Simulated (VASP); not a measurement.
Band structure of Li (bcc). Method: PBE GGA with D3 dispersion (Becke-Johnson damping), VASP's PBE PAW potentials (set 64) (plane waves; VASP 6.6.1).

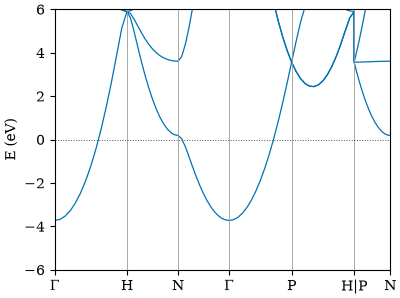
Bands along high-symmetry lines, zero at the valence-band maximum or, without a gap, the Fermi level

Question: Read the plot: is there a gap, and where are the band edges?

Answer: It has no gap at this level: it comes out as a metal or semimetal. (Edges off the drawn lines would not show.)

The compound is Li in the bcc structure. It was relaxed first, which changed the volume by -14 %.
